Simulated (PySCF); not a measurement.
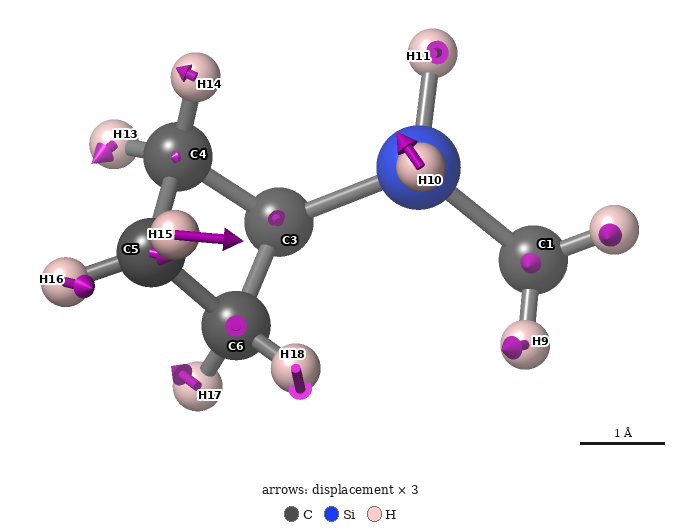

This is a relaxation of C5H12Si. The starting structure is drawn; purple arrows show the displacements, 3 times their true length. The two geometries are superimposed by the best rigid fit.

A ball-and-stick model, seen at a tilt.

The start comes from GFN2-xTB.

The calculation used PBE0-D3(BJ)/def2-SVP geometry optimisation, gas phase in PySCF. 

Question: Atoms of which element are displaced furthest, and by how much?

Answer: Hydrogen: up to 0.28 Å, against 0.12 Å for carbon.

Question: Describe the change and its energy.

Answer: An H atom moves most after the best rigid fit: 0.28 Å. Largest moves by element: H 0.28 Å, C 0.12 Å, Si 0.07 Å. Near-neighbour distances that change, for instance: H–Si 1.470 → 1.501 Å, C–Si 1.897 → 1.880 Å, C–H 1.085 → 1.101 Å, C–C 1.541 → 1.551 Å. Bond angles that change, for instance: Si–C–H 110.4° → 108.0°, C–Si–C 109.3° → 111.5°, C–C–H 113.0° → 115.2°. Over 10 geometry steps the energy falls by 1.97 kcal/mol. Largest force component: 1 eV/Å at the start, 0.015 eV/Å at the end.
